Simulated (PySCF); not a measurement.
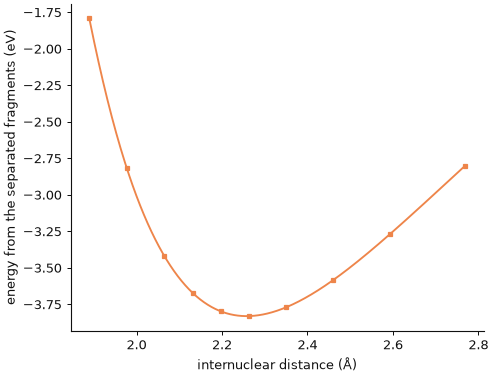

Bond curve of Br₂⁺, doublet (excess alpha electrons: πx +1). BLYP/def2-TZVPPD in PySCF 2.14.0, UKS. One reference determinant with the occupation held, the lowest that a PBE0 search over spins and occupations found; no spin-orbit coupling. Zero is the separated fragments in their ground configurations, without counterpoise. The fragments are Br⁺ + Br. 2 further points of the run are not drawn.

What constants does a Dunham fit to the curve give (main isotopes)?

Answer. re = 2.258 Å, ωe = 335 cm⁻¹, ωexe = 1.0 cm⁻¹, De = 3.83 eV, Be = 0.0838 cm⁻¹.

How stiff is the bond?

Answer. The force constant is 2.61 mdyn/Å, which gives ωe = 335 cm⁻¹.

How much does zero-point motion take off the well depth?

Answer. 0.021 eV (167 cm⁻¹): De = 3.83 eV, D0 = 3.81 eV.

Caveats: lowest determinant of a PBE0 search, another state may lie lower; no scalar relativity; spin-orbit coupling is left out; it can lower the fragments Br⁺ and Br more than the molecule, and De with it.
